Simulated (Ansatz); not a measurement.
# Work function of Li(111): what the settings cost and change

Aim: the numerical settings behind the work function of Li(111), with the cost of each.

Main program and level: Ansatz 0.2.0; plane-wave DFT, PBE, Ansatz PAW.

**1. Set-up**

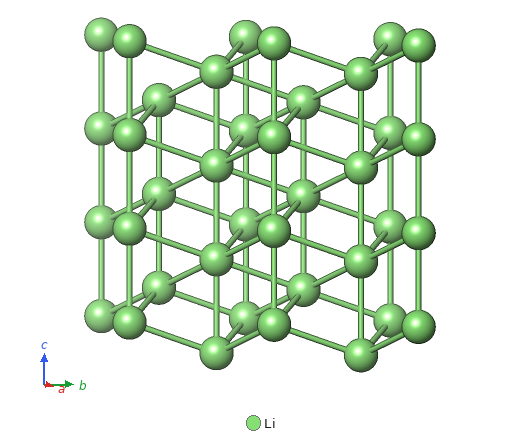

The starting structure, seen from the side, with the c axis up (lithium green). 1×2×1 cells are drawn. Some periodic images of atoms are drawn too.

The cell holds 11 atoms: 11 Li. Cell: a = 4.936 Å, b = 4.936 Å, c = 28.075 Å, α = 90.0°, β = 90.0°, γ = 60.0°. Vacuum lies along c.

Coordinates:

```cif
data_structure
_symmetry_space_group_name_H-M 'P 1'
_symmetry_Int_Tables_number 1
_cell_length_a 4.9356
_cell_length_b 4.9356
_cell_length_c 28.0748
_cell_angle_alpha 90.000
_cell_angle_beta 90.000
_cell_angle_gamma 60.000
_cell_volume 592.28
loop_
_atom_site_label
_atom_site_type_symbol
_atom_site_fract_x
_atom_site_fract_y
_atom_site_fract_z
_atom_site_occupancy
Li1 Li 0.66667 0.66667 0.32057 1
Li2 Li 0.00000 0.00000 0.35646 1
Li3 Li 0.33333 0.33333 0.39234 1
Li4 Li 0.66667 0.66667 0.42823 1
Li5 Li 0.00000 0.00000 0.46411 1
Li6 Li 0.33333 0.33333 0.50000 1
Li7 Li 0.66667 0.66667 0.53589 1
Li8 Li 0.00000 0.00000 0.57177 1
Li9 Li 0.33333 0.33333 0.60766 1
Li10 Li 0.66667 0.66667 0.64354 1
Li11 Li 0.00000 0.00000 0.67943 1
```

**2. Run, setting cutoff 200 eV**

A work function rests on the faint tail of the density, so the SCF threshold is tight. The cutoff is raised first; then mesh and smearing are varied at the default cutoff.

The input, input.yaml:

```yaml
crystal:
  lattice:
    - [4.9356053327, 0.0, 0.0]
    - [2.4678026663, 4.2743596012, 0.0]
    - [0.0, 0.0, 28.0747621974]
  atoms:
    - { symbol: Li, position: [0.6666666667, 0.6666666667, 0.3205726174] }
    - { symbol: Li, position: [0.0, 0.0, 0.3564580939] }
    - { symbol: Li, position: [0.3333333333, 0.3333333333, 0.3923435704] }
    - { symbol: Li, position: [0.6666666667, 0.6666666667, 0.428229047] }
    - { symbol: Li, position: [0.0, 0.0, 0.4641145235] }
    - { symbol: Li, position: [0.3333333333, 0.3333333333, 0.5] }
    - { symbol: Li, position: [0.6666666667, 0.6666666667, 0.5358854765] }
    - { symbol: Li, position: [0.0, 0.0, 0.571770953] }
    - { symbol: Li, position: [0.3333333333, 0.3333333333, 0.6076564296] }
    - { symbol: Li, position: [0.6666666667, 0.6666666667, 0.6435419061] }
    - { symbol: Li, position: [0.0, 0.0, 0.6794273826] }
kpoints:
  mp_grid: { grid: [10, 10, 1] }
hamiltonian:
  xc: pbe
scf:
  occupations: { method: fermi_dirac, width: 0.1 }
  convergence: { dr2_threshold: 1.0e-09 }
efield:
  axis: 3
  dipole_correction: true
  ramp_position: 0.97
  ramp_width: 0.06
basis:
  ecutwfc: "200 eV"
output:
  write_potential: true
  write_density: true
  volumetric_format: npy
  elf: true
```

Launch:

```console
$ ansatz run input.yaml --threads 2 --pin off --max-ram 3072MiB --backend cpu --events-out ev --progress --plain --runs-dir out
```

Numbers of over 12 decimals in the logs are rounded to 6 here.

The log of the run:

```text
Warning: basis.ecutwfc = 200 eV is below the records' recommended 420 eV, and the density's cutoff is lower with it unless basis.ecutrho_ratio is high enough to keep the records' density cutoff: compare with a run at a higher cutoff
Engine: ansatz 0.2.0, aarch64-unknown-linux-gnu
Pseudopotentials: kind: paw
Pseudopotential: Li, paw, valence charge 3, recommended cutoff 420 eV (normal), Li.paw.azcp
Functional definition: PBE
  parameter kappa = 0.804
  parameter beta = 0.066725
  exchange = pbe_x(kappa = kappa, mu = beta*pi^2/3)
  correlation = pbe_c(beta = beta)
Crystal: 11 atoms, lattice volume = 592.281 Å³
Basis set: ecut = 200 eV, 3821 PW (Γ)
Bands: 28, of which v1, the nominal top of the filled ones, is band 17 counted from 1 (16 counted from 0)
Symmetry: 6 space group operations
k-points: 14 of 100 (time reversal used)
Non-local potential: Li, projectors of the file, l = 0: 3, l = 1: 2, l = 2: 1
PAW form: soft (Blöchl's): semilocal exchange-correlation on the pseudo side does not see the compensation charge
PAW one-centre angular grid: Li, 110 points (default); XC on 64 Gauss nodes
Initial density: superposition of atomic densities (neutral atoms: chi_scale 0, normalization atom), corrected by the library's trained network
Initial wavefunctions: pseudopotential atomic-orbital guess
Functional: x = pbe(κ = 0.804, μ = 0.219515), c = pbe(β = 0.066725)
SCF iter   1: F=—  HF=-2247.340138 eV  |F-HF|=—  |Δ(HF+E_count)|=         —  Δρ=1.64e-3  dr2=5.96e-2  ethr=1.77e-3  p=0.000 e·Å  D=1.87e-14 V/Å  ΔV_dip=-0.00 eV  dr2_dipole=3.31e-12  V_vac-E_F(+/−)=2.74/2.74 eV  ⟨swp⟩=11.6  Hψ=2630  notcnv=0
efield: sawtooth ramp at fractional position 0.9700 (set: `efield.ramp_position`, or a place that a band, a saddle search or an elastic batch's reference lends), width 0.0600; the density the first Hamiltonian is built on has a dipole p = 0.000 e·Å; the dipole correction subtracts the counter field D = 1.87e-14 V/Å, which shifts the + side's vacuum level by -0.00 eV against the − side's; the planar-averaged density in the ramp window peaks in size at 1.1e-5 e/Å³
preconditioner: auto → LDOS  [metal: Δε(μ)=0.063 eV  Ē_g=3.297 eV  σ=0.100 eV  W_gap=0.16  n_scr=56 (ndim 8)  ℏωp=5.1 eV  f_vac=0.498  D(μ)=5.13/eV (n_scr^D=10)  β→1.0]
SCF iter   2: F=—  HF=-2247.267715 eV  |F-HF|=—  |Δ(HF+E_count)|=   7.24e-2  Δρ=7.24e-4  dr2=1.79e-3  ethr=1.81e-4  p=-0.000 e·Å  D=-5.69e-7 V/Å  ΔV_dip=0.00 eV  dr2_dipole=3.02e-10  V_vac-E_F(+/−)=2.88/2.88 eV  ⟨swp⟩=2.5  Hψ=940  notcnv=0
SCF iter   3: F=—  HF=-2247.265239 eV  |F-HF|=—  |Δ(HF+E_count)|=   2.48e-3  Δρ=7.07e-5  dr2=1.47e-4  ethr=5.43e-6  p=-0.000 e·Å  D=-2.16e-7 V/Å  ΔV_dip=0.00 eV  dr2_dipole=2.08e-11  V_vac-E_F(+/−)=2.88/2.88 eV  ⟨swp⟩=2.2  Hψ=692  notcnv=0
SCF iter   4: F=—  HF=-2247.265271 eV  |F-HF|=—  |Δ(HF+E_count)|=   3.28e-5  Δρ=2.34e-5  dr2=1.13e-5  ethr=4.45e-7  p=-0.000 e·Å  D=-2.73e-8 V/Å  ΔV_dip=0.00 eV  dr2_dipole=1.46e-12  V_vac-E_F(+/−)=2.89/2.89 eV  ⟨swp⟩=2.0  Hψ=419  notcnv=0
SCF iter   5: F=—  HF=-2247.265276 eV  |F-HF|=—  |Δ(HF+E_count)|=   4.85e-6  Δρ=4.09e-6  dr2=3.86e-7  ethr=3.43e-8  p=-0.000 e·Å  D=-4.89e-8 V/Å  ΔV_dip=0.00 eV  dr2_dipole=1.27e-15  V_vac-E_F(+/−)=2.90/2.90 eV  ⟨swp⟩=2.0  Hψ=472  notcnv=0
SCF iter   6: F=—  HF=-2247.265269 eV  |F-HF|=—  |Δ(HF+E_count)|=   6.87e-6  Δρ=1.03e-6  dr2=1.72e-8  ethr=1.17e-9  p=-0.000 e·Å  D=-1.03e-8 V/Å  ΔV_dip=0.00 eV  dr2_dipole=7.07e-13  V_vac-E_F(+/−)=2.90/2.90 eV  ⟨swp⟩=2.0  Hψ=489  notcnv=0
SCF iter   7: F=-2247.265269 eV  HF=-2247.265269 eV  |F-HF|=1.01e-10  |Δ(HF+E_count)|=   3.75e-8  Δρ=1.61e-7  dr2=6.63e-10  ethr=3.03e-12  p=-0.000 e·Å  D=-1.58e-9 V/Å  ΔV_dip=0.00 eV  dr2_dipole=2.51e-13  V_vac-E_F(+/−)=2.90/2.90 eV  ⟨swp⟩=17.0  Hψ=1538  notcnv=0
SCF 1 converged in 7 iterations: F = -2247.265269 eV  dr2 = 6.63e-10
  greatest PAW one-centre occupation: 0.996 electrons in one spin orbital (limit 2), on the Li atom at site 9 (counted from 0), in its partial waves of l = 0
WARN: The output density's exchange-correlation potential varies sharply where the density is thin. Do not read a vacuum level from v_tot or v_xc, or from such a field of the output density. On a cell that repeats whose density bears no net charge and no dipole along the vacuum's axis use v_es (v_loc + v_h of the components); under efield.dipole_correction with no amplitude use v_es + v_field, which holds any externa [...]
SCF converged after 7 iterations
Free energy (F): -2247.265269 eV
Harris-Foulkes:  -2247.265269 eV  (|F-HF|=1.01e-10)
Internal energy: -2247.089133 eV  (E = F + TS)
E sigma→0 (E₀):  -2247.177201 eV
Entropy (-TS):   -0.176136 eV (-16.012 meV/atom)
Fermi energy:    -1.313710 eV
Dipole field:    D = -0.000000 V/Å  (p = -0.000001 e·Å, saw-weighted, corrected)
Work function:   Φ+ = 2.8996 eV   Φ− = 2.8996 eV
Levels:          The Fermi level and band energies are counted from a zero that moves with the ramp; work functions are not
--- Per-component energies (eV) ---
  E_band       = -1096.211043
  E_kinetic    = 232.189496
  E_local      = -9468.847968  (includes V_loc(G=0)·N_el)
  E_nonlocal   = -360.106722
  E_hartree    = 4397.318510
  E_xc         = -107.826020
  E_vxc        = -138.734483  (∫ρ·V_xc dr)
  E_paw        = -237.062869  (= ΣΔE_a)
  E_vpaw       = -155.399648  (= ΣTr[D̂ρ^β])
  E_aug_tail   = 0.049232  (compensation charges beyond the density's cutoff)
  E_efield     = 0.000000  (sawtooth field / dipole correction)
  E_vefield    = 0.000000  (∫n·V_field dr)
  E_ewald      = 3297.197208
  E_smearing   = -0.176136  (= −TS)
  E_closure    = -0.000000  (closes the sum)
  Σ components = -2247.265269   (vs F -2247.265269, Δ=0.00e0)
--- Band table (eV; the first three rows and the last of 14) ---
  k-point 0: bands = [... 13 lower, -3.3388, -2.3352, -1.3084, -0.2167, 0.8699, 1.0966, 1.0966, 1.1842, ... 7 higher]
  k-point 1: bands = [... 13 lower, -3.2739, -2.2682, -1.2454, -0.1718, 0.2380, 0.4190, 0.7438, 0.9759, ... 7 higher]
  k-point 2: bands = [... 13 lower, -3.0844, -2.0765, -1.0681, -0.7147, -0.2754, -0.1433, 0.0420, 0.4534, ... 7 higher]
  k-point 13: bands = [... 13 lower, -2.3885, -2.3636, -1.9199, -1.8201, -1.6342, -1.0914, -0.9979, -0.6893, ... 7 higher]
```

Run time: 13 s. Hardware: 2 threads of Arm Neoverse N1, shared host; peak memory 0.39 GiB; 18 s of CPU time.

The column dr2 measures how far the density is from self-consistency, as an energy; F and HF (Harris–Foulkes) agree once it is small.

This step gave:

```yaml
energy_at_zero_smearing: -2247.1772 eV
work_function_upper_face: 2.900 eV
```

Running mean over 1.007 Å of the planar mean; the ramp of the sawtooth is left out. Electron's electrostatic potential energy less the Fermi level against z:

```
z (Å)  electron's electrostatic potential energy less the Fermi level (eV)
    4                                                                 2.90
    6                                                                 2.86
    8                                                                 1.84
   10                                                               -0.778
   12                                                               -0.614
   14                                                               -0.619
   16                                                               -0.612
   18                                                               -0.764
   20                                                                 1.71
   22                                                                 2.86
   24                                                                 2.90
```

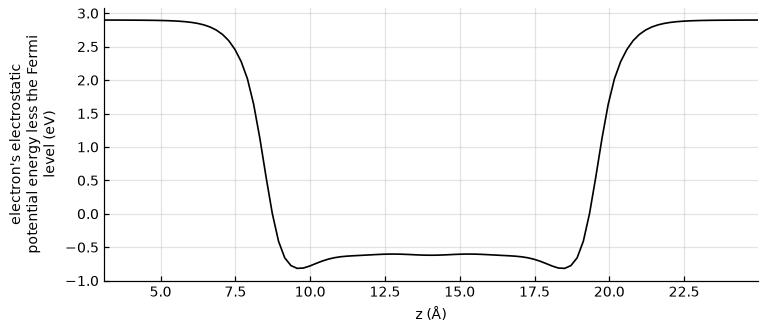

Electron's electrostatic potential energy less the Fermi level against z.

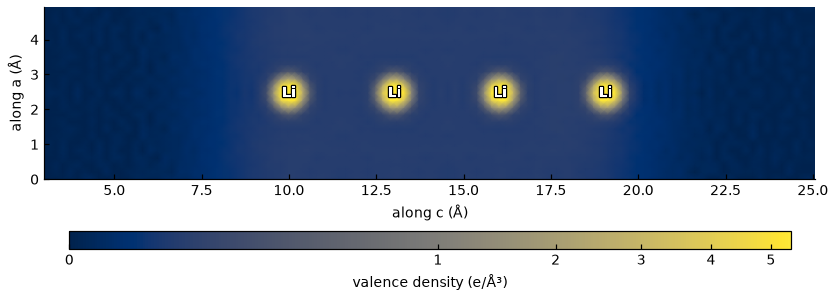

Valence density in the ca plane at fractional y = 0.000, with atoms of Li within 0.2 Å of it. It is the smooth field of the valence electrons, not physical close to the nuclei. The map starts off the cell's origin, so that atoms lie inside it. The colour scale is stretched toward low values. The far vacuum is left out of the map.

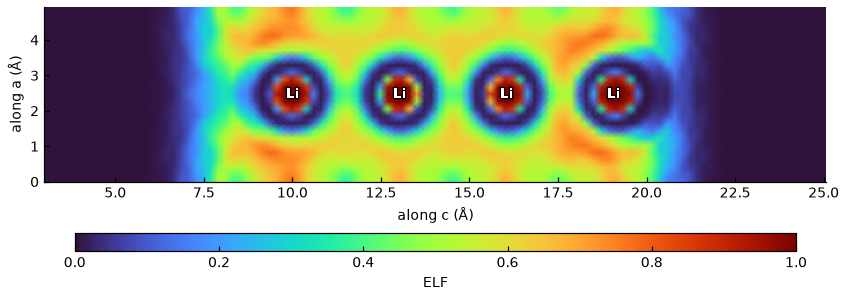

ELF in the ca plane at fractional y = 0.000, with atoms of Li within 0.2 Å of it. It is the smooth field of the valence electrons, not physical close to the nuclei. The map starts off the cell's origin, so that atoms lie inside it. The far vacuum is left out of the map.

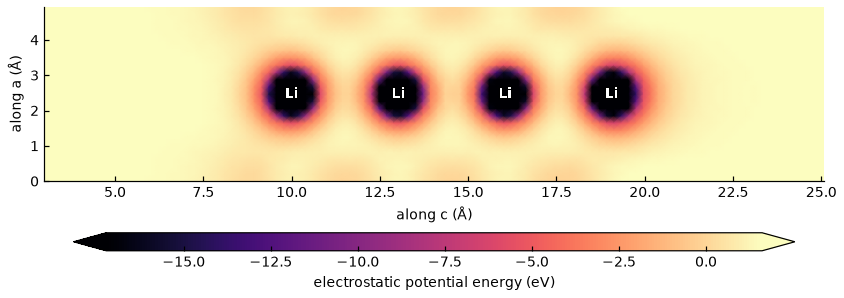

Electrostatic potential energy in the ca plane at fractional y = 0.000, with atoms of Li within 0.2 Å of it. With pseudopotentials it is smooth inside the atoms' cores, unlike the true potential. The map starts off the cell's origin, so that atoms lie inside it. The far vacuum is left out of the map.

The work function is 2.900 eV.

**3. Slab**

input.yaml, as its differences from that of step 2:

```diff
@@ -30,3 +30,3 @@
 basis:
-  ecutwfc: "200 eV"
+  ecutwfc: "300 eV"
 output:
@@ -35,2 +35 @@
   volumetric_format: npy
-  elf: true
```

The log of the run:

```text
[...]
Crystal: 11 atoms, lattice volume = 592.281 Å³
Basis set: ecut = 300 eV, 6901 PW (Γ)
Bands: 28, of which v1, the nominal top of the filled ones, is band 17 counted from 1 (16 counted from 0)
Symmetry: 6 space group operations
k-points: 14 of 100 (time reversal used)
[...]
k-point 1: bands = [... 13 lower, -3.2820, -2.2710, -1.2411, -0.1640, 0.2475, 0.4315, 0.7540, 0.9900, ... 7 higher]
  k-point 2: bands = [... 13 lower, -3.0919, -2.0791, -1.0636, -0.7113, -0.2678, -0.1311, 0.0483, 0.4660, ... 7 higher]
  k-point 13: bands = [... 13 lower, -2.3925, -2.3671, -1.9234, -1.8216, -1.6369, -1.0913, -0.9938, -0.6823, ... 7 higher]
[key lines of the parts left out:]
SCF converged after 7 iterations
Free energy (F): -2250.152200 eV
Fermi energy:    -1.311661 eV
Dipole field:    D = -0.000000 V/Å  (p = -0.000001 e·Å, saw-weighted, corrected)
Work function:   Φ+ = 2.8871 eV   Φ− = 2.8871 eV
```

Elapsed: 21 s, on 2 threads; peak memory 0.51 GiB.

The work function is 2.887 eV, -0.013 eV from the run “cutoff 200 eV”, at 1.8 times its CPU time.

**4. Slab**

input.yaml, as its differences from that of step 3:

```diff
@@ -30,3 +30,3 @@
 basis:
-  ecutwfc: "300 eV"
+  ecutwfc: "420 eV"
 output:
```

The log of the run:

```text
[...]
Crystal: 11 atoms, lattice volume = 592.281 Å³
Basis set: ecut = 420 eV, 11595 PW (Γ)
Bands: 28, of which v1, the nominal top of the filled ones, is band 17 counted from 1 (16 counted from 0)
Symmetry: 6 space group operations
k-points: 14 of 100 (time reversal used)
[...]
k-point 1: bands = [... 13 lower, -3.2817, -2.2708, -1.2409, -0.1639, 0.2478, 0.4319, 0.7544, 0.9906, ... 7 higher]
  k-point 2: bands = [... 13 lower, -3.0916, -2.0789, -1.0634, -0.7110, -0.2676, -0.1307, 0.0485, 0.4664, ... 7 higher]
  k-point 13: bands = [... 13 lower, -2.3923, -2.3669, -1.9232, -1.8215, -1.6367, -1.0910, -0.9935, -0.6820, ... 7 higher]
[key lines of the parts left out:]
SCF converged after 7 iterations
Free energy (F): -2250.190242 eV
Fermi energy:    -1.311407 eV
Dipole field:    D = -0.000000 V/Å  (p = -0.000001 e·Å, saw-weighted, corrected)
Work function:   Φ+ = 2.8868 eV   Φ− = 2.8868 eV
```

Elapsed: 35 s, on 2 threads; peak memory 0.71 GiB; 55 s of CPU time.

The work function is 2.887 eV, -0.013 eV from the run “cutoff 200 eV”, at 3.0 times its CPU time.

**5. Run**

input.yaml, as its differences from that of step 4:

```diff
@@ -30,3 +30,3 @@
 basis:
-  ecutwfc: "420 eV"
+  ecutwfc: "600 eV"
 output:
```

The log of the run:

```text
[...]
Crystal: 11 atoms, lattice volume = 592.281 Å³
Basis set: ecut = 600 eV, 19661 PW (Γ)
Bands: 28, of which v1, the nominal top of the filled ones, is band 17 counted from 1 (16 counted from 0)
Symmetry: 6 space group operations
k-points: 14 of 100 (time reversal used)
[...]
k-point 1: bands = [... 13 lower, -3.2818, -2.2709, -1.2409, -0.1639, 0.2477, 0.4318, 0.7543, 0.9906, ... 7 higher]
  k-point 2: bands = [... 13 lower, -3.0917, -2.0790, -1.0634, -0.7111, -0.2676, -0.1307, 0.0485, 0.4664, ... 7 higher]
  k-point 13: bands = [... 13 lower, -2.3923, -2.3670, -1.9233, -1.8215, -1.6368, -1.0911, -0.9935, -0.6821, ... 7 higher]
[key lines of the parts left out:]
SCF converged after 8 iterations
Free energy (F): -2250.191858 eV
Fermi energy:    -1.311470 eV
Dipole field:    D = -0.000000 V/Å  (p = -0.000001 e·Å, saw-weighted, corrected)
Work function:   Φ+ = 2.8870 eV   Φ− = 2.8869 eV
```

It took 61 s on 2 threads; peak memory 1 GiB; 99 s of CPU time.

The work function is 2.887 eV, +0.000 eV from the run “cutoff 420 eV”, at 1.8 times its CPU time.

**6. Run**

input.yaml, as its differences from that of step 5:

```diff
@@ -18,3 +18,3 @@
 kpoints:
-  mp_grid: { grid: [10, 10, 1] }
+  mp_grid: { grid: [2, 2, 1] }
 hamiltonian:
@@ -29,4 +29,2 @@
   ramp_width: 0.06
-basis:
-  ecutwfc: "600 eV"
 output:
```

The log of the run:

```text
[...]
Crystal: 11 atoms, lattice volume = 592.281 Å³
Basis set: ecut = 420 eV, 11595 PW (Γ)
Bands: 28, of which v1, the nominal top of the filled ones, is band 17 counted from 1 (16 counted from 0)
Symmetry: 6 space group operations
k-points: 2 of 4
[...]
Fermi energy:    -1.350397 eV
Dipole field:    D = 0.000008 V/Å  (p = 0.000026 e·Å, saw-weighted, corrected)
Work function:   Φ+ = 2.8575 eV   Φ− = 2.8577 eV
[...]
--- Band table (eV) ---
  k-point 0: bands = [... 13 lower, -3.2231, -2.2761, -1.2378, -0.1589, 0.8854, 1.1822, 1.1822, 1.2387, ... 7 higher]
  k-point 1: bands = [... 13 lower, -2.5346, -2.4643, -1.7026, -1.6110, -0.9062, -0.8004, -0.4587, -0.1398, ... 7 higher]
[key lines of the parts left out:]
SCF converged after 8 iterations
Free energy (F): -2251.022322 eV
```

It took 6.9 s on 2 threads; peak memory 0.54 GiB.

The work function is 2.857 eV, -0.029 eV from the run “cutoff 420 eV”, at 0.13 times its CPU time.

**7. Slab**

input.yaml, as its differences from that of step 6:

```diff
@@ -18,3 +18,3 @@
 kpoints:
-  mp_grid: { grid: [2, 2, 1] }
+  mp_grid: { grid: [3, 3, 1] }
 hamiltonian:
```

The log of the run:

```text
[...]
Crystal: 11 atoms, lattice volume = 592.281 Å³
Basis set: ecut = 420 eV, 11595 PW (Γ)
Bands: 28, of which v1, the nominal top of the filled ones, is band 17 counted from 1 (16 counted from 0)
Symmetry: 6 space group operations
k-points: 3 of 9 (time reversal used)
[...]
Work function:   Φ+ = 3.0116 eV   Φ− = 3.0117 eV
[...]
--- Band table (eV) ---
  k-point 0: bands = [... 13 lower, -3.3819, -2.3454, -1.3205, -0.2228, 0.8815, 1.1051, 1.1051, 1.2012, ... 7 higher]
  k-point 1: bands = [... 13 lower, -2.6798, -1.8947, -1.6452, -1.3939, -0.8211, -0.6318, -0.4063, -0.0339, ... 7 higher]
  k-point 2: bands = [... 13 lower, -2.5616, -2.1409, -2.1409, -2.0055, -1.3308, -1.3308, -1.2073, -0.5297, ... 7 higher]
[key lines of the parts left out:]
SCF converged after 8 iterations
Free energy (F): -2250.192431 eV
Fermi energy:    -1.424367 eV
Dipole field:    D = 0.000000 V/Å  (p = 0.000001 e·Å, saw-weighted, corrected)
```

The job ended after 11 s (2 threads; peak memory 0.52 GiB).

The work function is 3.012 eV, +0.125 eV from the run “cutoff 420 eV”, at 0.23 times its CPU time.

**8. Run**

input.yaml, as its differences from that of step 7:

```diff
@@ -18,3 +18,3 @@
 kpoints:
-  mp_grid: { grid: [3, 3, 1] }
+  mp_grid: { grid: [7, 7, 1] }
 hamiltonian:
```

The log of the run:

```text
[...]
Crystal: 11 atoms, lattice volume = 592.281 Å³
Basis set: ecut = 420 eV, 11595 PW (Γ)
Bands: 28, of which v1, the nominal top of the filled ones, is band 17 counted from 1 (16 counted from 0)
Symmetry: 6 space group operations
k-points: 8 of 49 (time reversal used)
[...]
k-point 1: bands = [... 13 lower, -3.2085, -2.1963, -1.1710, -0.1628, -0.1217, 0.1783, 0.3988, 0.7777, ... 7 higher]
  k-point 2: bands = [... 13 lower, -2.8214, -1.8104, -1.4848, -0.9865, -0.8310, -0.4791, -0.1520, 0.1307, ... 7 higher]
  k-point 7: bands = [... 13 lower, -2.2816, -2.2551, -1.8477, -1.7341, -1.7024, -1.0116, -0.8888, -0.7647, ... 7 higher]
[key lines of the parts left out:]
SCF converged after 7 iterations
Free energy (F): -2250.192102 eV
Fermi energy:    -1.325373 eV
Dipole field:    D = -0.000000 V/Å  (p = -0.000000 e·Å, saw-weighted, corrected)
Work function:   Φ+ = 2.8930 eV   Φ− = 2.8930 eV
```

It took 22 s on 2 threads; peak memory 0.61 GiB.

The work function is 2.893 eV, +0.006 eV from the run “cutoff 420 eV”, at 0.58 times its CPU time.

**9. Run**

input.yaml, as its differences from that of step 8:

```diff
@@ -18,3 +18,3 @@
 kpoints:
-  mp_grid: { grid: [7, 7, 1] }
+  mp_grid: { grid: [15, 15, 1] }
 hamiltonian:
```

The log of the run:

```text
[...]
Crystal: 11 atoms, lattice volume = 592.281 Å³
Basis set: ecut = 420 eV, 11595 PW (Γ)
Bands: 28, of which v1, the nominal top of the filled ones, is band 17 counted from 1 (16 counted from 0)
Symmetry: 6 space group operations
k-points: 27 of 225 (time reversal used)
[...]
k-point 1: bands = [... 13 lower, -3.3151, -2.3047, -1.2738, -0.1865, 0.5672, 0.6572, 0.8866, 1.1493, ... 7 higher]
  k-point 2: bands = [... 13 lower, -3.2305, -2.2189, -1.1919, -0.1378, -0.0690, 0.2298, 0.4725, 0.8211, ... 7 higher]
  k-point 26: bands = [... 13 lower, -2.5678, -2.1347, -2.1347, -2.0003, -1.2956, -1.2956, -1.1689, -0.5233, ... 7 higher]
[key lines of the parts left out:]
SCF converged after 7 iterations
Free energy (F): -2250.185441 eV
Fermi energy:    -1.313202 eV
Dipole field:    D = -0.000000 V/Å  (p = -0.000000 e·Å, saw-weighted, corrected)
Work function:   Φ+ = 2.8865 eV   Φ− = 2.8865 eV
```

Wall time 65 s (2 threads); peak memory 0.88 GiB; 1.8 min of CPU time.

The work function is 2.887 eV, -0.000 eV from the run “cutoff 420 eV”, at 1.9 times its CPU time.

[end of part 1 of 2]

[Logs are printed without paths, hosts, clocks, repeated set-up lines and the standing remarks that a program may print on its own settings, such as how far it seeks lower states.]

[Hosts, paths, dates, database ids (printed as entryN), source tags and the programs' standing remarks are cut or masked in the printed files.]

[Maps of the electrostatic potential energy from Ansatz leave out the sawtooth potential of an applied field or a dipole correction, so their vacuum need not be flat; planar profiles and work functions include it.]
